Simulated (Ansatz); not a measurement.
# Decaying states in the gap of Na4MgZnSe4, part 2 of 2

Aim: relax a made-up compound, Na4MgZnSe4, and see how good a tunnel barrier it would be. It is built by putting Mg for part of the Zn in the Na2ZnSe2 structure of space group Ibam, with the volume rescaled by atomic radii. The parent structure comes from the Materials Project.

Ansatz 0.2.0; LDA DFT, plane waves, PAW files (the session's first sound run).

So far. Step 2 (Relaxing the new crystal): The largest force component on a free atom ends at 0.0069 eV/Å.

The structure was built from a prototype and need not be the compound's stable phase.

### 3. The bulk crystal and its band edges

The energy window and the wavevectors of the next steps follow from the band edges, so these are searched first, off the mesh as well.

File input.yaml:

```yaml
crystal:
  lattice:
    - [-3.3628560723, 5.651135457, 3.0133517902]
    - [3.3628560723, -5.651135457, 3.0133517902]
    - [3.3628560723, 5.651135457, -3.0133517902]
  atoms:
    - { symbol: Na, position: [0.1285955846, 0.3431292199, 0.4921941538] }
    - { symbol: Na, position: [0.8509350661, 0.6364014307, 0.5078058462] }
    - { symbol: Na, position: [0.3714044154, 0.8635985693, 0.2145336354] }
    - { symbol: Na, position: [0.6490649339, 0.1568707801, 0.7854663646] }
    - { symbol: Mg, position: [0.25, 0.25, 0.0] }
    - { symbol: Zn, position: [0.75, 0.75, 0.0] }
    - { symbol: Se, position: [0.6249375647, 0.7309141798, 0.3370451335] }
    - { symbol: Se, position: [0.3938690462, 0.2878924312, 0.6629548665] }
    - { symbol: Se, position: [0.8750624353, 0.2121075688, 0.105976615] }
    - { symbol: Se, position: [0.1061309538, 0.7690858202, 0.894023385] }
kpoints:
  mp_grid: { grid: [6, 6, 6] }
  band_path: { path: [VBM, CBM], npoints: 30 }
scf:
  occupations: { method: fixed }
hamiltonian:
  xc: lda
output:
  eigenvalues: true
  write_potential: true
  write_density: true
  volumetric_format: npy
  elf: true
```

Launch:

```
$ ansatz run input.yaml --threads 2 --pin off --max-ram 4096MiB --backend cpu --events-out ev --progress --plain --runs-dir out
```

Numbers of over 12 decimals in the logs are rounded to 6 here.

What it wrote:

```text
[...]
Crystal: 10 atoms, lattice volume = 229.062 Å³
Basis set: ecut = 420 eV, 4455 PW (Γ)
Bands: 74, of which v1, the nominal top of the filled ones, is band 61 counted from 1 (60 counted from 0)
Symmetry: 4 space group operations
[...]
k-points: 46 of 216 (time reversal used)
[...]
SCF iter   1: F=—  HF=-32557.670925 eV  |F-HF|=—  |Δ(HF+E_count)|=         —  Δρ=6.32e-3  dr2=4.67e-2  ethr=1.77e-3  ⟨swp⟩=5.0  Hψ=10246  notcnv=0  defer=482
[...]
SCF iter   8: F=-32557.644962 eV  HF=-32557.644962 eV  |F-HF|=1.99e-9  |Δ(HF+E_count)|=   4.37e-8  Δρ=2.20e-6  dr2=1.13e-8  ethr=8.20e-11  ⟨swp⟩=10.4  Hψ=14482  notcnv=0
SCF 1 converged in 8 iterations: F = -32557.644962 eV  dr2 = 1.13e-8
[...]
NSCF: frozen V_eff on 46 k-points
[...]
SCF converged after 8 iterations
Free energy (F): -32557.644962 eV
[...]
Internal energy: -32557.644962 eV  (E = F + TS)
E sigma→0 (E₀):  -32557.644962 eV
Fermi energy:    4.639236 eV
[...]
--- Band table (eV; the first three rows and the last of 46) ---
  k-point 0: bands = [... 57 lower, 3.8779, 4.3883, 4.5613, 4.6392, 6.5895, 7.8508, 8.3732, 9.9274, ... 9 higher]
  k-point 1: bands = [... 57 lower, 3.9480, 4.0002, 4.4923, 4.5588, 7.1209, 8.0903, 8.5974, 9.4317, ... 9 higher]
  k-point 2: bands = [... 57 lower, 3.5429, 4.1304, 4.3233, 4.4107, 8.0383, 8.6789, 8.7973, 9.3393, ... 9 higher]
  k-point 45: bands = [... 57 lower, 3.6789, 4.0984, 4.1136, 4.2537, 8.0240, 8.0927, 8.1422, 8.8876, ... 9 higher]
```

Run time: 2 min. Hardware: 2 threads of Arm Neoverse V1, shared host; peak memory 0.98 GiB; 3.9 min of CPU time.

This step gave:

| Property | Result |
| --- | --- |
| Fermi energy | 4.639 eV |
| gap on the k-mesh | 1.950 eV |
| gap on path | 1.950 eV, by band count; negative where bands overlap |
| direct gap on path | 1.950 eV |
| edge places on path | 0, 0 1/A along the path |

Levels at VBM (eV): -6.22, -6.16, -6.14, -6.12, -6.09, -4.17, -2.72, -2.58, -1.97, -1.94, -1.77, -1.74, -1.63, -0.76, -0.25, -0.08, 0.00, 1.95, 3.21, 3.73, 5.29, 5.34, 6.25, 6.36, 6.40, 6.53, 6.70, 7.00, 7.79.

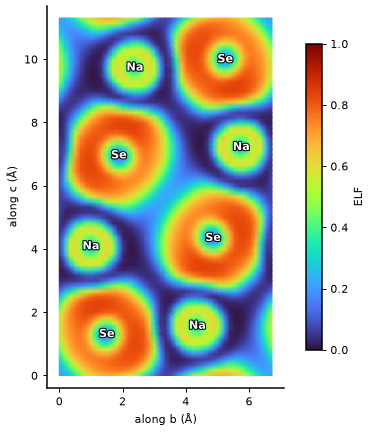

ELF in the bc plane of the conventional cell at fractional x = 0.240, with atoms of Na and Se within 0.2 Å of it. It is the smooth field of the valence electrons, not physical close to the nuclei.

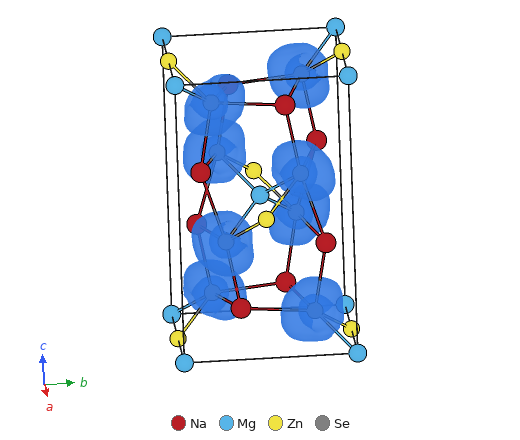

Surface of ELF = 0.76. Bonds to atoms that aren't drawn are left out.

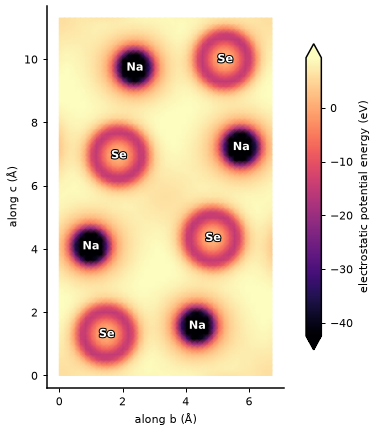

Electrostatic potential energy in the bc plane of the conventional cell at fractional x = 0.240, with atoms of Na and Se within 0.2 Å of it. With pseudopotentials it is smooth inside the atoms' cores, unlike the true potential.

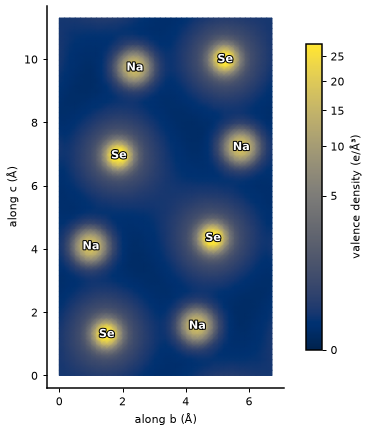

Valence density in the bc plane of the conventional cell at fractional x = 0.240, with atoms of Na and Se within 0.2 Å of it. It is the smooth field of the valence electrons, not physical close to the nuclei. The colour scale is stretched toward low values.

The searched edges give 1.95 eV, as on the mesh.

### 4. Complex bands

This step: LDA DFT, plane waves, PAW files; complex bands by layer matching along the plane's normal (Ansatz 0.2.0).

The same crystal is laid in a cell whose first two vectors span the (001) plane (indices of the standard conventional cell, whose axes can be ordered otherwise than in the bulk input). At fixed energy and wavevector in the plane the solver finds all kz, real and complex. A few wavevectors are listed, (0, 0) and (0.5, 0) in units of the plane's reciprocal vectors; the slowest state needn't be among them.

File input.yaml:

```yaml
crystal:
  lattice:
    - [6.725712145, 0.0, 0.0]
    - [0.0, 6.02670358, 0.0]
    - [3.362856072, 3.01335179, 5.651135457]
  atoms:
    - { symbol: Na, position: [0.4921941538, 0.1285955845, 0.7223394816] }
    - { symbol: Na, position: [0.5078058462, 0.8509350661, 0.2776605184] }
    - { symbol: Na, position: [0.2145336354, 0.3714044155, 0.2776605184] }
    - { symbol: Na, position: [0.7854663646, 0.6490649339, 0.7223394816] }
    - { symbol: Mg, position: [0.0, 0.25, 0.0] }
    - { symbol: Zn, position: [0.0, 0.75, 0.0] }
    - { symbol: Se, position: [0.3370451335, 0.6249375647, 0.7689314815] }
    - { symbol: Se, position: [0.6629548665, 0.3938690462, 0.2310685185] }
    - { symbol: Se, position: [0.105976615, 0.8750624353, 0.2310685185] }
    - { symbol: Se, position: [0.894023385, 0.1061309538, 0.7689314815] }
kpoints:
  mp_grid: { grid: [4, 4, 4] }
scf:
  occupations: { method: fixed }
hamiltonian:
  xc: lda
output:
  eigenvalues: true
  transmission:
    leads: [[0, 0]]
    kpoints: [[0.0, 0.0], [0.5, 0.0]]
    e_range: [-1.0, 2.95]
    de: 0.1
```

What it wrote:

```text
[...]
Crystal: 10 atoms, lattice volume = 229.062 Å³
Basis set: ecut = 420 eV, 4455 PW (Γ)
Bands: 74, of which v1, the nominal top of the filled ones, is band 61 counted from 1 (60 counted from 0)
Symmetry: 4 space group operations
[...]
k-points: 18 of 64 (time reversal used)
[...]
SCF iter   1: F=—  HF=-32557.670255 eV  |F-HF|=—  |Δ(HF+E_count)|=         —  Δρ=6.32e-3  dr2=4.67e-2  ethr=1.77e-3  ⟨swp⟩=5.0  Hψ=4011  notcnv=0  defer=188
[...]
SCF iter   8: F=-32557.644296 eV  HF=-32557.644296 eV  |F-HF|=2.05e-9  |Δ(HF+E_count)|=   4.09e-8  Δρ=2.19e-6  dr2=1.12e-8  ethr=8.20e-11  ⟨swp⟩=10.6  Hψ=5686  notcnv=0
SCF 1 converged in 8 iterations: F = -32557.644296 eV  dr2 = 1.12e-8
[...]
transmission: 10 of 20 steps passed
transmission: 20 of 20 steps passed
SCF converged after 8 iterations
Free energy (F): -32557.644296 eV
[...]
Internal energy: -32557.644296 eV  (E = F + TS)
E sigma→0 (E₀):  -32557.644296 eV
Fermi energy:    4.639506 eV
[...]
--- Band table (eV; the first three rows and the last of 18) ---
  k-point 0: bands = [... 57 lower, 3.8781, 4.3885, 4.5616, 4.6395, 6.5896, 7.8508, 8.3733, 9.9275, ... 9 higher]
  k-point 1: bands = [... 57 lower, 3.8374, 4.0377, 4.2560, 4.4000, 7.6040, 8.3175, 8.4316, 8.7168, ... 9 higher]
  k-point 2: bands = [... 57 lower, 3.6791, 4.0986, 4.1138, 4.2539, 8.0241, 8.0928, 8.1423, 8.8877, ... 9 higher]
  k-point 17: bands = [... 57 lower, 3.9348, 3.9561, 4.2494, 4.3367, 8.0467, 8.6141, 8.7439, 8.8323, ... 9 higher]
--- Transmission ---
  basis      : 363 plane waves across, 10 finite elements along
  points     : 2, as listed
  energies   : 40 from -1.000000 to 2.900000 eV about the Fermi level, 0.100000 eV apart; the leads are filled to 0.975026 eV, and channels, transmission and decay are at 1.000000 eV
  crystal 0  : Na4Se4Mg1Zn1, at the sites [0, 0], period 5.6511 Å: whole cells are its period
    offset         : up to 0.0000 Å between an atom of the period and one for which it stands
    channels       : 0.000000e0 a spin
    conductance    : none, the energies end too early or step too widely for 300 K: set another output.transmission.e_range or a lower de, or, where they end at an eighth of basis.ecutwfc, a higher one
    slowest decay  : 0.1666 /Å at (0.0000, 0.0000)
```

The job ended after 2.2 min (2 threads; peak memory 1.4 GiB; 3.8 min of CPU time).

Numbers from this step:

```
free energy                                               : -32557.6443 eV
Fermi energy                                              : 4.640 eV
level to which the leads are filled                       : 0.9750 eV from the Fermi level
decay constant at the filling level, zone centre          : 0.1666 Å⁻¹
decay constant at the filling level, slowest listed point : 0.1666 Å⁻¹
```

K parallel (0, 0); values up to 1.5 1/Å, a degenerate pair printed once or twice; energies at which all values exceed this have no row. The Im kz of the slowest decaying states by energy, zero at the highest filled level on the SCF mesh:

```
energy (eV)  decay 1 (Å⁻¹)  decay 2 (Å⁻¹)  decay 3 (Å⁻¹)  decay 4 (Å⁻¹)
     -1.000          0.220          0.227          0.302          0.311
     -0.500         0.0388          0.263          0.339          0.375
      0.000        0.00638         0.0690          0.269          0.319
      0.500          0.155          0.328          0.333          0.367
      1.000          0.167          0.351          0.375          0.414
      1.500          0.136          0.346          0.366          0.386
      2.000          0.327          0.341          0.342          0.361
      2.500          0.284          0.288          0.299          0.406
```

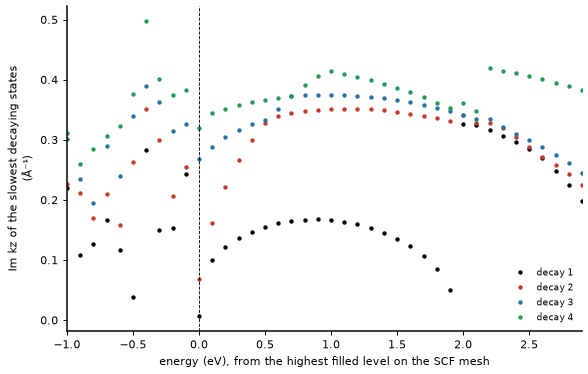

Im kz of the slowest decaying states against energy.

K parallel (0, 0). The Re kz of states that move upwards by energy, zero at the highest filled level on the SCF mesh:

```
energy (eV)  channel 1 (Å⁻¹)  channel 2 (Å⁻¹)  channel 3 (Å⁻¹)  channel 4 (Å⁻¹)
     -1.000           -0.346            0.463                -                -
     -0.500           -0.487           -0.190                -                -
      0.000                -                -                -                -
      0.500                -                -                -                -
      1.000                -                -                -                -
      1.500                -                -                -                -
      2.000           0.0511                -                -                -
      2.500            0.187                -                -                -
```

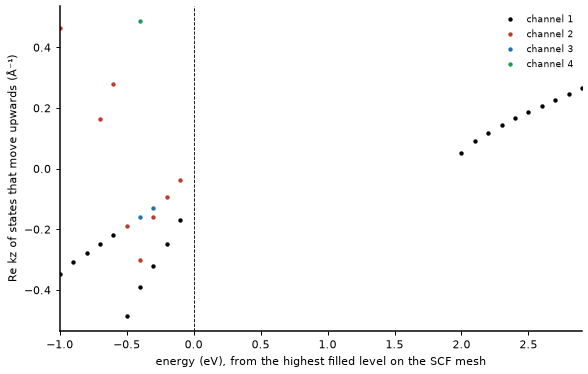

Re kz of states that move upwards against energy.

K parallel (0.5, 0); values up to 1.5 1/Å, a degenerate pair printed once or twice; energies at which all values exceed this have no row. The Im kz of the slowest decaying states by energy, zero at the highest filled level on the SCF mesh:

```
energy (eV)  decay 1 (Å⁻¹)  decay 2 (Å⁻¹)  decay 3 (Å⁻¹)  decay 4 (Å⁻¹)
     -1.000         0.0299          0.130          0.360          0.572
     -0.500         0.0764          0.370          0.415          0.999
      0.000          0.267          0.350          0.518          0.923
      0.500          0.357          0.423          0.582          0.831
      1.000          0.400          0.471          0.659           1.27
      1.500          0.419          0.442          0.533          0.613
      2.000          0.388          0.428          0.529          0.585
      2.500          0.336          0.423          0.499          0.548
```

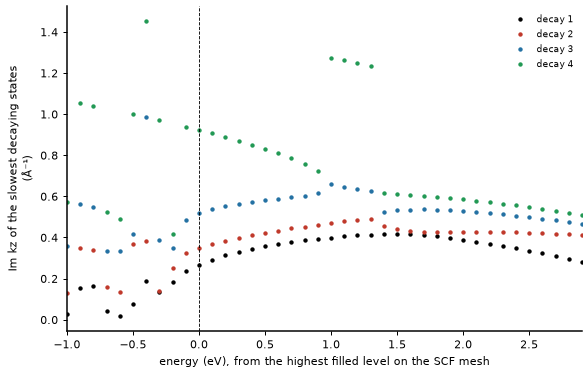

Im kz of the slowest decaying states against energy.

At the listed wavevectors the last open channel is at -0.10 eV and the next at +2.00 eV on the grid. At +1.00 eV, the grid energy nearest the filling level (the middle of the gap on the SCF mesh), the slowest state at the listed wavevectors decays with κ = 0.167 Å⁻¹, its amplitude falling by e over 6.0 Å. Through 1 nm of this crystal that state's transmission falls by exp(−2 × 0.167 Å⁻¹ × 10 Å) = 0.036.

### 5. Band edges at another level, cutoff 1197.3 eV

This step: LDA DFT, plane waves, norm-conserving files (Ansatz 0.2.0).

The edges again with norm-conserving files, at the same atoms. Against that run the cutoff is 1197 eV against 420.

File input.yaml:

```yaml
crystal:
  lattice:
    - [-3.3628560723, 5.651135457, 3.0133517902]
    - [3.3628560723, -5.651135457, 3.0133517902]
    - [3.3628560723, 5.651135457, -3.0133517902]
  atoms:
    - { symbol: Na, position: [0.1285955846, 0.3431292199, 0.4921941538] }
    - { symbol: Na, position: [0.8509350661, 0.6364014307, 0.5078058462] }
    - { symbol: Na, position: [0.3714044154, 0.8635985693, 0.2145336354] }
    - { symbol: Na, position: [0.6490649339, 0.1568707801, 0.7854663646] }
    - { symbol: Mg, position: [0.25, 0.25, 0.0] }
    - { symbol: Zn, position: [0.75, 0.75, 0.0] }
    - { symbol: Se, position: [0.6249375647, 0.7309141798, 0.3370451335] }
    - { symbol: Se, position: [0.3938690462, 0.2878924312, 0.6629548665] }
    - { symbol: Se, position: [0.8750624353, 0.2121075688, 0.105976615] }
    - { symbol: Se, position: [0.1061309538, 0.7690858202, 0.894023385] }
kpoints:
  mp_grid: { grid: [6, 6, 6] }
  band_path: { path: [VBM, CBM], npoints: 30 }
scf:
  occupations: { method: fixed }
hamiltonian:
  xc: lda
  pseudopotentials: { kind: nc }
output:
  eigenvalues: true
```

What it wrote:

```text
[...]
Crystal: 10 atoms, lattice volume = 229.062 Å³
Basis set: ecut = 1197.300995 eV, 21585 PW (Γ)
Bands: 78, of which v1, the nominal top of the filled ones, is band 65 counted from 1 (64 counted from 0)
Symmetry: 4 space group operations
[...]
k-points: 46 of 216 (time reversal used)
[...]
SCF iter   1: F=—  HF=-25469.113231 eV  |F-HF|=—  |Δ(HF+E_count)|=         —  Δρ=8.39e-2  dr2=1.26e1  ethr=3.10e-3  ⟨swp⟩=5.0  Hψ=11654  notcnv=0  defer=459
[...]
SCF iter   8: F=-25463.415183 eV  HF=-25463.415183 eV  |F-HF|=9.31e-9  |Δ(HF+E_count)|=   8.85e-7  Δρ=6.99e-6  dr2=7.91e-8  ethr=7.69e-11  ⟨swp⟩=12.6  Hψ=19889  notcnv=0
SCF 1 converged in 8 iterations: F = -25463.415183 eV  dr2 = 7.91e-8
[...]
SCF converged after 8 iterations
Free energy (F): -25463.415183 eV
[...]
Internal energy: -25463.415183 eV  (E = F + TS)
E sigma→0 (E₀):  -25463.415183 eV
Fermi energy:    5.095503 eV
[...]
--- Band table (eV; the first three rows and the last of 46) ---
  k-point 0: bands = [... 61 lower, 4.3356, 4.8449, 5.0180, 5.0955, 7.0417, 8.3084, 8.8306, 10.3881, ... 9 higher]
  k-point 1: bands = [... 61 lower, 4.4052, 4.4568, 4.9491, 5.0150, 7.5732, 8.5481, 9.0547, 9.8899, ... 9 higher]
  k-point 2: bands = [... 61 lower, 4.0007, 4.5876, 4.7797, 4.8675, 8.4901, 9.1361, 9.2549, 9.7947, ... 9 higher]
  k-point 45: bands = [... 61 lower, 4.1344, 4.5547, 4.5702, 4.7108, 8.4771, 8.5503, 8.5995, 9.3434, ... 9 higher]
```

The job ended after 8.7 min (2 threads; peak memory 2.4 GiB).

Numbers from this step:

| Property | Result |
| --- | --- |
| free energy | -25463.4152 eV |
| Fermi energy | 5.096 eV |
| gap on the k-mesh | 1.946 eV |
| gap on path | 1.946 eV, by band count; negative where bands overlap |
| direct gap on path | 1.946 eV |

Levels at VBM (eV): -6.22, -6.16, -6.13, -6.11, -6.08, -4.17, -2.72, -2.58, -1.97, -1.94, -1.77, -1.74, -1.63, -0.76, -0.25, -0.08, 0.00, 1.95, 3.21, 3.74, 5.29, 5.34, 6.25, 6.37, 6.41, 6.53, 6.70, 7.00, 7.80.

The searched edges give 1.95 eV, as on the mesh.

### 6. Complex bands at another level

This step: LDA DFT, plane waves, norm-conserving files; complex bands by layer matching along the plane's normal (Ansatz 0.2.0).

The complex bands at that level, over its own gap, at (0, 0) and (0.5, 0).

File input.yaml:

```yaml
crystal:
  lattice:
    - [6.725712145, 0.0, 0.0]
    - [0.0, 6.02670358, 0.0]
    - [3.362856072, 3.01335179, 5.651135457]
  atoms:
    - { symbol: Na, position: [0.4921941538, 0.1285955845, 0.7223394816] }
    - { symbol: Na, position: [0.5078058462, 0.8509350661, 0.2776605184] }
    - { symbol: Na, position: [0.2145336354, 0.3714044155, 0.2776605184] }
    - { symbol: Na, position: [0.7854663646, 0.6490649339, 0.7223394816] }
    - { symbol: Mg, position: [0.0, 0.25, 0.0] }
    - { symbol: Zn, position: [0.0, 0.75, 0.0] }
    - { symbol: Se, position: [0.3370451335, 0.6249375647, 0.7689314815] }
    - { symbol: Se, position: [0.6629548665, 0.3938690462, 0.2310685185] }
    - { symbol: Se, position: [0.105976615, 0.8750624353, 0.2310685185] }
    - { symbol: Se, position: [0.894023385, 0.1061309538, 0.7689314815] }
kpoints:
  mp_grid: { grid: [4, 4, 4] }
scf:
  occupations: { method: fixed }
hamiltonian:
  xc: lda
  pseudopotentials: { kind: nc }
output:
  eigenvalues: true
  transmission:
    leads: [[0, 0]]
    kpoints: [[0.0, 0.0], [0.5, 0.0]]
    e_range: [-1.0, 2.95]
    de: 0.1
```

What it wrote:

```text
Engine: ansatz 0.2.0, aarch64-unknown-linux-gnu
Pseudopotentials: kind: nc
Pseudopotential: Na, nc, valence charge 9, recommended cutoff 1197.300995 eV (normal), Na.nc.azcp (PseudoDojo's, or run here from an input of PseudoDojo's: the run reads no file of this project's for it)
Pseudopotential: Mg, nc, valence charge 10, recommended cutoff 1142.878222 eV (normal), Mg.nc.azcp (PseudoDojo's, or run here from an input of PseudoDojo's: the run reads no file of this project's for it)
Pseudopotential: Zn, nc, valence charge 20, recommended cutoff 1142.878222 eV (normal), Zn.nc.azcp (PseudoDojo's, or run here from an input of PseudoDojo's: the run reads no file of this project's for it)
Pseudopotential: Se, nc, valence charge 16, recommended cutoff 1170.089609 eV (normal), Se.nc.azcp (PseudoDojo's, or run here from an input of PseudoDojo's: the run reads no file of this project's for it)
Functional definition: SPW92
  exchange = slater_x
  correlation = pw_c
Error: memory limit exceeded: the `transmission` phase of `transmission` needs 8.94 GiB against the run's memory maximum of 4.00 GiB; largest carriers: transmission 8.56 GiB, unmodelled-tail allowance 0.30 GiB, source scf tables 0.07 GiB, source scf state 0.00 GiB; the layers of output.transmission grow with the square of the cell's cross-section: a lower cutoff or a narrower output.transmission.e_range takes less, and so, most of all in a narrow cell, does a wider de; where no e_range is typed, a fill by count is planned with a gap of 40 thermal energies
with nothing else changed it takes a maximum of at least 8.94 GiB, with nothing to spare, and 9.83 GiB leaves up to a tenth: --max-ram 9.83GiB where that set the maximum, else more of the term that did, and with no share typed, where 9.83 GiB is over 0.88 of the host's memory or its container's limit, a share of 0.88 or more that holds the maximum too (--max-ram-frac F), where one does; The budget is ten elevenths of [...]
`transmission` follows the SCF: where the deck gives it k-points, a mesh or a band count of its own, those are what to reduce (not on a resume, whose deck is fixed)
```

It took 0.26 s on 2 threads; peak memory 0.21 GiB.

The input was rejected at the start.

The program's message: “Error: memory limit exceeded: the `transmission` phase of `transmission` needs 8.94 GiB against the run's memory maximum of 4.00 GiB; largest carriers: transmission 8.56 GiB, unmodelled-tail allowance …”

### 7. Results

| Item | Value |
| --- | --- |
| band gap | 1.95 eV |
| least decay constant at mid-gap, normal to (001) | 0.167 Å⁻¹ |

What this shows: With LDA, the slowest decay at the wavevectors tried is κ = 0.167 Å⁻¹, normal to (001). Through such a film the transmission near mid-gap falls as exp(−2κd), a factor of ten every 6.9 Å. A free electron under a barrier of half the gap would need a mass of 0.11 mₑ to decay at this rate. The compound is made up by substitution; its stability against other phases and against distortions of the cell's symmetry was not tested. A semilocal functional narrows gaps, so real decay constants are likely larger.

[Logs are printed without paths, hosts, clocks, repeated set-up lines and the standing remarks that a program may print on its own settings, such as how far it seeks lower states.]

[Hosts, paths, dates, database ids (printed as entryN), source tags and the programs' standing remarks are cut or masked in the printed files.]

[New means built here by substitution; the compound itself may be known and measured.]
